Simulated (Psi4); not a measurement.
# MP2/aug-cc-pVDZ run of SiNH3F− (SMILES N[SiH-]F)

Aim: the vertical singlet–triplet gap of SiNH3F− at MP2/aug-cc-pVDZ, from 2 runs. 

The calculation is run with Psi4 1.11.

1 further run of the same task is left out (set aside as unsound or not needed).

## 1. The structure to begin with

The species is SiNH3F− (6 atoms), meant as a singlet with charge -1. SMILES: `N[SiH-]F`. Geometry: relaxed at GFN2-xTB. This is one conformer, not always the lowest.

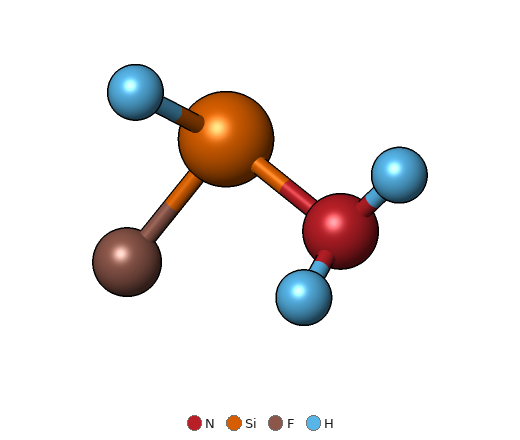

Viewed from a chosen angle; nitrogen red, silicon orange, fluorine brown, hydrogen blue.

## 2. The energy at MP2/aug-cc-pVDZ

Contents of run_ase.py:

```python
import numpy as np
from ase.calculators.psi4 import Psi4
from ase import Atoms

a = Atoms(['N', 'Si', 'F', 'H', 'H', 'H'], positions=[
    [-0.706270, 0.064100, -0.656360],
    [-0.018400, -0.572650, 0.864030],
    [1.343770, -1.362790, 0.175370],
    [-1.421390, 0.759670, -0.473570],
    [-0.032070, 0.487510, -1.296370],
    [0.834370, 0.624160, 1.386900],
])
calc = Psi4(atoms=a, method='mp2', basis='aug-cc-pVDZ', memory='1600MB', num_threads=1, charge=-1, multiplicity=1, label='psi4-calc')
calc.psi4.set_options({'puream': True, 'e_convergence': 1e-09, 'd_convergence': 1e-08, 'scf_type': 'pk', 'num_frozen_docc': 7, 'mp2_type': 'conv'})
a.calc = calc

print(f'energy: {a.get_potential_energy():.6f} eV')
```

Run with:

```sh
$ python run_ase.py
```

psi4-calc.dat:

```text
[...]
  Running in c1 symmetry.
[...]
  Nuclear repulsion =  105.937450292562033
[...]
  Multiplicity = 1
[...]
  Nalpha       = 17
  Nbeta        = 17
[...]
    Number of basis functions: 100
[...]
   @RHF iter   1:  -444.46067569024075   -8.67621e-01   5.99235e-03 ADIIS/DIIS
[...]
   @RHF iter  12:  -444.63728555827629   -1.46656e-11   5.06643e-09 DIIS
[...]
    Orbital Energies [Eh]
    ---------------------
    Doubly Occupied:
       1A    -68.589473     2A    -26.052241     3A    -15.354510
       4A     -5.925857     5A     -4.031441     6A     -4.030601
       7A     -4.028949     8A     -1.329992     9A     -0.939716
      10A     -0.513655    11A     -0.457104    12A     -0.419951
      13A     -0.415066    14A     -0.376586    15A     -0.300876
      16A     -0.212390    17A     -0.068678
[...]
  @RHF Final Energy:  -444.63728555827629
   => Energetics <=
    Nuclear Repulsion Energy =            105.9374502925620334
    One-Electron Energy =                -835.0552976425494762
    Two-Electron Energy =                 284.4805617917111249
    Total Energy =                       -444.6372855582762895
[...]
 Multipole Moments:
 ------------------------------------------------------------------------------------
     Multipole            Electronic (a.u.)      Nuclear  (a.u.)        Total (a.u.)
 ------------------------------------------------------------------------------------
 L = 1.  Multiply by 2.5417464519 to convert [e a0] to [Debye]
 Dipole X            :          2.5120954           -2.2741295            0.2379659
 Dipole Y            :         -3.4431538            4.1814664            0.7383126
 Dipole Z            :         -0.0024616           -1.0326147           -1.0350763
 Magnitude           :                                                    1.2934899
[...]
	SCS-MP2 Total Energy (a.u.)        :  -445.13602846249211
	SOS-MP2 Total Energy (a.u.)        :  -445.09356779156411
	SCSN-MP2 Total Energy (a.u.)       :  -444.86147790077587
[...]
	SOS-PI-MP2 Total Energy (a.u.)     :  -445.16961483044543
[...]
	MP2 Total Energy (a.u.)            :  -445.14490276546667
[...]
```

On the terminal:

```text
energy: -12113.009786 eV
```

Wall time 13 s (1 thread of Intel Xeon Platinum 8259CL at 2.50GHz (Skylake/Cascade Lake), shared host); peak memory 0.6 GiB.

## 3. The triplet, same level

Contents of fh3nsi.in:

```
memory 1.6 GB

molecule {
  -1 3
  N
  Si 1 R2
  F 2 R3 1 A3
  H 1 R4 2 A4 3 D4
  H 1 R5 4 A5 2 D5
  H 2 R6 3 A6 1 D6

  R2 = 1.786114
  R3 = 1.718744
  A3 = 97.35671
  R4 = 1.014212
  A4 = 111.26174
  D4 = -166.81136
  R5 = 1.021486
  A5 = 107.09902
  D5 = -126.79726
  R6 = 1.559796
  A6 = 93.08138
  D6 = -103.38432
  symmetry c1
}

set {
  basis           aug-cc-pVDZ
  reference       uhf
  puream          true
  e_convergence   1e-09
  d_convergence   1e-08
  scf_type        pk
  num_frozen_docc 7
  mp2_type        conv
  maxiter         200
}

energy("mp2")
print_variables()
```

Run with:

```sh
$ psi4 -i fh3nsi.in -o fh3nsi.out -n 1
```

fh3nsi.out:

```text
[...]
  Running in c1 symmetry.
[...]
  Nuclear repulsion =  105.937441911409834
[...]
  Multiplicity = 3
[...]
  Nalpha       = 18
  Nbeta        = 16
[...]
    Number of basis functions: 100
[...]
   @UHF iter   1:  -444.36061248199854   -7.67558e-01   6.13128e-03 ADIIS/DIIS
[...]
   @UHF iter  23:  -444.57751437699625   -5.60476e-11   8.93040e-09 DIIS
[...]
   @S^2 Observed:                2.008423051E+00
[...]
    Orbital Energies [Eh]
    ---------------------
    Alpha Occupied:
       1A    -68.741269     2A    -26.146304     3A    -15.415344
       4A     -6.076346     5A     -4.186262     6A     -4.179839
       7A     -4.177999     8A     -1.423302     9A     -1.000484
      10A     -0.618474    11A     -0.523625    12A     -0.512893
      13A     -0.502025    14A     -0.462283    15A     -0.399343
      16A     -0.294760    17A     -0.254775    18A      0.028205
    Alpha Virtual:
      19A      0.132954    20A      0.145043    21A      0.151832
      22A      0.176496    23A      0.179808    24A      0.238977
      25A      0.250152    26A      0.263914    27A      0.296209
[...]
  @UHF Final Energy:  -444.57751437699625
   => Energetics <=
    Nuclear Repulsion Energy =            105.9374419114098345
    One-Electron Energy =                -831.6903794918823678
    Two-Electron Energy =                 281.1754232034763277
    Total Energy =                       -444.5775143769962483
  UHF NO Occupations:
  HONO-2 :   16  A 1.9964661
  HONO-1 :   17  A 1.0000000
[...]
 Multipole Moments:
 ------------------------------------------------------------------------------------
     Multipole            Electronic (a.u.)      Nuclear  (a.u.)        Total (a.u.)
 ------------------------------------------------------------------------------------
 L = 1.  Multiply by 2.5417464519 to convert [e a0] to [Debye]
 Dipole X            :         -2.6290344            2.1602668           -0.4687677
 Dipole Y            :         -6.0299954            2.9193485           -3.1106468
 Dipole Z            :          5.9913623           -3.2455006            2.7458617
 Magnitude           :                                                    4.1755985
[...]
	SCS-MP2 Total Energy (a.u.)        :  -445.05162587166467
	SOS-MP2 Total Energy (a.u.)        :  -445.00959664861045
	SCSN-MP2 Total Energy (a.u.)       :  -444.79942867472278
[...]
	SOS-PI-MP2 Total Energy (a.u.)     :  -445.08161036054616
[...]
	MP2 Total Energy (a.u.)            :  -445.06367060583756
[...]
```

Run time: 16 s. Hardware: 1 thread of Intel Xeon Platinum 8259CL at 2.50GHz (Skylake/Cascade Lake), shared host; peak memory 0.6 GiB.

## 4. What came out

At MP2/aug-cc-pVDZ, 7 core orbitals frozen:

```
                                                           quantity          value
                                              singlet: total energy  -445.14490 Eh
                       singlet: HOMO energy (Hartree–Fock orbitals)       -1.87 eV
                       singlet: LUMO energy (Hartree–Fock orbitals)        4.05 eV
     singlet: HOMO–LUMO gap (to an unbound level, set by the basis)        5.92 eV
               singlet: correlation energy (7 core orbitals frozen)     -507.6 mEh
                                              triplet: total energy  -445.06367 Eh
triplet: HOMO energy (Hartree–Fock orbitals) (highest over α and β)        0.77 eV
 triplet: LUMO energy (Hartree–Fock orbitals) (lowest over α and β)        3.29 eV
               triplet: correlation energy (7 core orbitals frozen)     -486.2 mEh
                         triplet: ⟨S²⟩ of the reference determinant          2.008
                   vertical energy of the triplet above the singlet       2.210 eV
```

**Reading.** At this shape the triplet lies 2.21 eV (213 kJ/mol) above the singlet. The HOMO (triplet) lies at positive energy, 0.77 eV: the electron is unbound at this level or held by a compact basis; values depend on the basis.
